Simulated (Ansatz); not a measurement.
# Nudged elastic band of AlBH$_{3}$O$_{2}$F

- system: AlBH$_{3}$O$_{2}$F, SMILES B[O][Al]([OH])[F]
- method: RKS PBE-D4/def2-SVP (Ansatz 0.2.0)

It belongs to a series of runs on one base structure; here: band between the two ends. Figures and captions count atoms from 1; the log counts them from 0 in places.

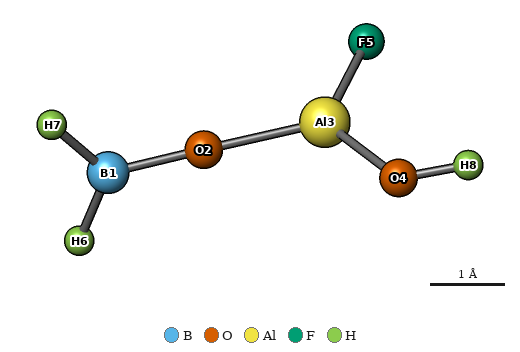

**Figure 1.** The input geometry (ball-and-stick view, seen at a tilt; atoms are numbered from 1 in the order of the input). Sticks mark near contacts.

**Input file**
```yaml
crystal:
  periodic: [false, false, false]
  atoms:
    - { symbol: B, position_ang: [-0.24249, 1.948436, 0.039857] }
    - { symbol: O, position_ang: [-0.064497, 0.626807, -0.13532] }
    - { symbol: Al, position_ang: [0.148292, -1.043966, -0.338509] }
    - { symbol: O, position_ang: [0.271948, -2.023731, 1.04424] }
    - { symbol: F, position_ang: [0.228432, -1.654653, -1.888545] }
    - { symbol: H, position_ang: [-1.379669, 2.394552, 0.116195] }
    - { symbol: H, position_ang: [0.735963, 2.679473, 0.118461] }
    - { symbol: H, position_ang: [0.39422, -2.984018, 0.987821] }
basis:
  gaussian: { orbitals: def2-SVP }
hamiltonian:
  xc: pbe
  dispersion: d4
neb:
  order_check: false
  images: 5
  f_tol: 0.05
  max_iterations: 60
  initial_path: idpp
  final_atoms:
    - { symbol: B, position_ang: [-0.22791955, 1.82914581, 0.10148805] }
    - { symbol: O, position_ang: [-0.05549621, 0.51750454, -0.14502202] }
    - { symbol: Al, position_ang: [0.15785456, -1.12685712, -0.53058052] }
    - { symbol: O, position_ang: [0.31740013, -2.35219812, 0.6336207] }
    - { symbol: F, position_ang: [0.21391683, -1.55672099, -2.13631346] }
    - { symbol: H, position_ang: [-1.36296339, 2.27473689, 0.20766214] }
    - { symbol: H, position_ang: [0.75387949, 2.54970015, 0.2240871] }
    - { symbol: H, position_ang: [0.29552714, -2.19241116, 1.58925801] }
```

Command:
```bash
ansatz run input.yaml --threads 1 --pin off --max-ram 2048MiB --backend cpu --events-out ev --progress --plain --runs-dir out
```

**The program's output**
```
Engine: ansatz 0.2.0, aarch64-unknown-linux-gnu
Functional definition: PBE
  parameter kappa = 0.804
  parameter beta = 0.06672455060314922
  exchange = pbe_x(kappa = kappa, mu = beta*pi^2/3)
  correlation = pbe_c(beta = beta)
955 factors; their error is unknown
mean field evaluation 1: about -14105.7455 eV, gradient 8.5e1 eV
mean field evaluation 2: about -14043.9537 eV, gradient 1.9e2 eV
mean field evaluation 4: about -14118.2350 eV, gradient 1.8e1 eV
mean field evaluation 8: about -14118.7646 eV, gradient 2.8e-1 eV
mean field evaluation 16: about -14118.7238 eV, gradient 6.4e-5 eV
mean field -14118.72378948 eV, -518.8535292487 hartree, gradient 6.4e-5 eV, S^2 0.000000; 0 other end points of the search recorded, 0 dependent functions left out
the calculation of the forces begins
reference -14118.72383167 eV, -518.8535307993 hartree; 23, 23 occupied and 66, 66 virtual orbitals, 955 factors
955 factors; their error is unknown
mean field evaluation 32: about -14118.6951 eV, gradient 6.3e-4 eV
mean field -14118.69511949 eV, -518.8524756461 hartree, gradient 6.3e-5 eV, S^2 0.000000; 0 other end points of the search recorded, 0 dependent functions left out
[... from here on the field's lines of each further geometry are left out, up to the last ...]
NEB iter   1: max|band force component| = 7.631e-1 eV/Å  barrier→ = 0.1748 eV  barrier← = 0.1462 eV  Δτ_max = 0.0234 Å  (182 SCF iters)
NEB iter   2: max|band force component| = 4.303e-1 eV/Å  barrier→ = 0.1510 eV  barrier← = 0.1225 eV  CI = image 3  Δτ_max = 0.0634 Å  (140 SCF iters)
NEB iter   3: max|band force component| = 4.840e-1 eV/Å  barrier→ = 0.1424 eV  barrier← = 0.1138 eV  CI = image 3  Δτ_max = 0.0317 Å  (140 SCF iters)
NEB iter   4: max|band force component| = 1.456e-1 eV/Å  barrier→ = 0.1342 eV  barrier← = 0.1057 eV  CI = image 3  Δτ_max = 0.0633 Å  (136 SCF iters)
NEB iter   5: max|band force component| = 2.023e-1 eV/Å  barrier→ = 0.1345 eV  barrier← = 0.1060 eV  CI = image 3  Δτ_max = 0.0317 Å  (133 SCF iters)
NEB iter   6: max|band force component| = 1.426e-1 eV/Å  barrier→ = 0.1309 eV  barrier← = 0.1024 eV  CI = image 3  Δτ_max = 0.0239 Å  (137 SCF iters)
NEB iter   7: max|band force component| = 7.464e-2 eV/Å  barrier→ = 0.1310 eV  barrier← = 0.1025 eV  CI = image 3  Δτ_max = 0.0151 Å  (134 SCF iters)
NEB iter   8: max|band force component| = 7.948e-2 eV/Å  barrier→ = 0.1317 eV  barrier← = 0.1032 eV  CI = image 3  Δτ_max = 0.0075 Å  (134 SCF iters)
the calculation of the forces begins
reference -14118.68310847 eV, -518.8520342492 hartree; 23, 23 occupied and 66, 66 virtual orbitals, 955 factors
955 factors; their error is unknown
mean field -14118.59213096 eV, -518.8486908875 hartree, gradient 1.0e-5 eV, S^2 0.000000; 1 other end points of the search recorded, 0 dependent functions left out
the calculation of the forces begins
reference -14118.59217351 eV, -518.8486924511 hartree; 23, 23 occupied and 66, 66 virtual orbitals, 955 factors
NEB iter   9: max|band force component| = 3.067e-2 eV/Å  barrier→ = 0.1312 eV  barrier← = 0.1027 eV  CI = image 3  Δτ_max = 0.0000 Å  (261 SCF iters)
```

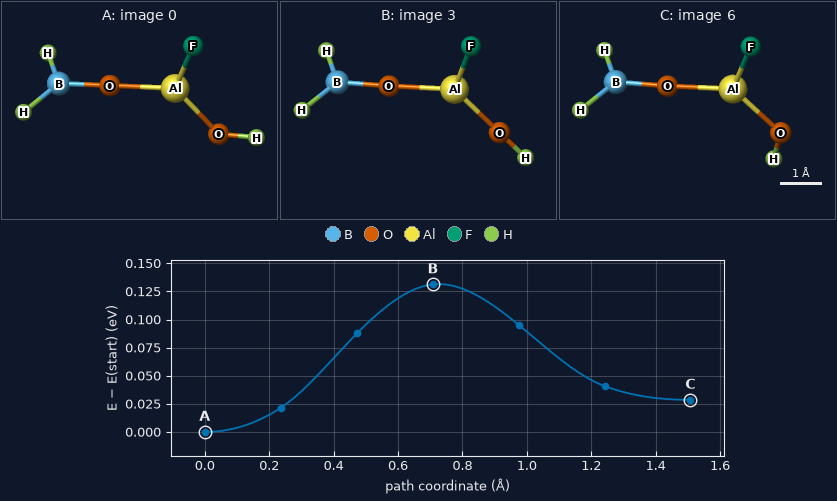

**Figure 2.** Images of the last band (counted from 0; ball-and-stick, seen at a tilt) above the energy along the path; the line is a cubic interpolation that uses the forces. The highest image is number 3, 0.131 eV above the start and 0.103 eV above the end (the climbing image); the end lies 0.029 eV above the start. The path is 1.51 Å long. The band converged in 9 iterations.

```
Total energy: -14118.72128683 eV, -518.8534372780 hartree
Atom 0 at    -0.240038     1.905439     0.157712 Å, force     0.004019     0.007460    -0.011923 eV/Å
Atom 1 at    -0.063271     0.602019    -0.115961 Å, force     0.000123    -0.002206    -0.001928 eV/Å
Atom 2 at     0.150837    -1.038063    -0.507225 Å, force    -0.015355    -0.006127    -0.004893 eV/Å
Atom 3 at     0.301619    -2.203765     0.655023 Å, force     0.002635     0.009545     0.029470 eV/Å
Atom 4 at     0.194128    -1.418007    -2.128058 Å, force     0.006541    -0.002628    -0.009312 eV/Å
Atom 5 at    -1.376371     2.346113     0.276484 Å, force    -0.000759    -0.001623     0.006804 eV/Å
Atom 6 at     0.738929     2.630166     0.283309 Å, force     0.000446     0.002535     0.006959 eV/Å
Atom 7 at     0.386366    -2.881001     1.322916 Å, force     0.002350    -0.006956    -0.015177 eV/Å
Dipole moment:     0.058346    -0.427441     0.384039 e Å
this run last wrote the band of iteration 9 to [file]
```

**The last band as extended XYZ (Å, eV, eV/Å)**
```
8
Properties=species:S:1:pos:R:3:forces:R:3 image=0 energy=-14118.85246
B    -0.2425    1.9484    0.0399   -0.0012   0.0003   0.0002
O    -0.0645    0.6268   -0.1353    0.0008  -0.0026  -0.0018
Al    0.1483   -1.0440   -0.3385   -0.0003   0.0030   0.0073
O     0.2719   -2.0237    1.0442   -0.0003   0.0018  -0.0032
F     0.2284   -1.6547   -1.8885    0.0003  -0.0010  -0.0037
H    -1.3797    2.3946    0.1162   -0.0002   0.0016   0.0001
H     0.7360    2.6795    0.1185    0.0003  -0.0008  -0.0001
H     0.3942   -2.9840    0.9878    0.0006  -0.0023   0.0012
8
Properties=species:S:1:pos:R:3:forces:R:3 image=1 energy=-14118.83094
B    -0.2407    1.9225    0.0728    0.0003   0.0090  -0.0043
O    -0.0653    0.6137   -0.1758   -0.0023   0.0090  -0.0150
Al    0.1494   -1.0522   -0.4185   -0.0021   0.0088   0.0297
O     0.2731   -2.0060    0.9686   -0.0057   0.0442   0.0945
F     0.2193   -1.5965   -1.9935    0.0081  -0.0575   0.0522
H    -1.3770    2.3654    0.1793   -0.0020   0.0069  -0.0014
H     0.7394    2.6470    0.1873   -0.0002   0.0075  -0.0019
H     0.3941   -2.9511    1.1239    0.0039  -0.0280  -0.1538
8
Properties=species:S:1:pos:R:3:forces:R:3 image=2 energy=-14118.76476
B    -0.2401    1.9113    0.1109    0.0017  -0.0002  -0.0057
O    -0.0640    0.6053   -0.1505   -0.0025   0.0133  -0.0302
Al    0.1499   -1.0486   -0.4730   -0.0038  -0.0063   0.0135
O     0.2846   -2.0798    0.8285   -0.0169   0.1409   0.1579
F     0.2061   -1.5010   -2.0764    0.0082  -0.0486   0.0341
H    -1.3764    2.3533    0.2241   -0.0004   0.0019   0.0016
H     0.7392    2.6365    0.2313   -0.0001   0.0032   0.0012
H     0.3928   -2.9340    1.2494    0.0138  -0.1042  -0.1723
8
Properties=species:S:1:pos:R:3:forces:R:3 image=3 energy=-14118.72124
B    -0.2400    1.9054    0.1577    0.0040   0.0075  -0.0119
O    -0.0633    0.6020   -0.1160    0.0001  -0.0022  -0.0019
Al    0.1508   -1.0381   -0.5072   -0.0154  -0.0061  -0.0049
O     0.3016   -2.2038    0.6550    0.0026   0.0095   0.0295
F     0.1941   -1.4180   -2.1281    0.0065  -0.0026  -0.0093
H    -1.3764    2.3461    0.2765   -0.0008  -0.0016   0.0068
H     0.7389    2.6302    0.2833    0.0004   0.0025   0.0070
H     0.3864   -2.8810    1.3229    0.0024  -0.0070  -0.0152
8
Properties=species:S:1:pos:R:3:forces:R:3 image=4 energy=-14118.75732
B    -0.2381    1.8887    0.2049   -0.0033   0.0067   0.0114
O    -0.0621    0.5849   -0.0731    0.0051  -0.0295   0.0317
Al    0.1486   -1.0394   -0.5341   -0.0042   0.0180  -0.0094
O     0.3199   -2.3437    0.4899    0.0198  -0.1503  -0.0902
F     0.1868   -1.3486   -2.1687   -0.0013   0.0187  -0.0287
H    -1.3740    2.3289    0.3292    0.0017  -0.0080   0.0020
H     0.7403    2.6135    0.3350    0.0019  -0.0097   0.0013
H     0.3707   -2.7416    1.3611   -0.0197   0.1541   0.0819
8
Properties=species:S:1:pos:R:3:forces:R:3 image=5 energy=-14118.81167
B    -0.2343    1.8508    0.2477   -0.0009  -0.0022   0.0148
O    -0.0593    0.5475   -0.0398    0.0044  -0.0295   0.0256
Al    0.1507   -1.0561   -0.5730    0.0012  -0.0043  -0.0251
O     0.3310   -2.4237    0.4035    0.0054  -0.0423  -0.0124
F     0.1834   -1.3074   -2.2174   -0.0009   0.0061  -0.0175
H    -1.3695    2.2906    0.3785    0.0025  -0.0143   0.0019
H     0.7445    2.5741    0.3814    0.0017  -0.0160   0.0015
H     0.3459   -2.5330    1.3634   -0.0134   0.1024   0.0112
8
Properties=species:S:1:pos:R:3:forces:R:3 image=6 energy=-14118.82392
B    -0.2327    1.8252    0.1482    0.0010  -0.0055  -0.0010
O    -0.0580    0.5205   -0.1316   -0.0003  -0.0016  -0.0016
Al    0.1579   -1.1132   -0.5589    0.0001   0.0029   0.0027
O     0.3285   -2.3663    0.5737   -0.0014   0.0011  -0.0004
F     0.2050   -1.5032   -2.1751    0.0003   0.0013   0.0007
H    -1.3684    2.2644    0.2724   -0.0006   0.0008   0.0007
H     0.7477    2.5456    0.2823    0.0002   0.0011  -0.0004
H     0.3123   -2.2301    1.5331    0.0006  -0.0001  -0.0007
```

**Summary**

```tsv
quantity	value
outcome	converged
barrier, forward	0.131 eV
barrier, backward	0.103 eV
hardware	1 thread of Arm Neoverse V1, 24 GiB of memory available, shared host
wall time	1.9 min
peak memory	0.12 GiB
```

**Notes**

The order of the saddle point was not checked.
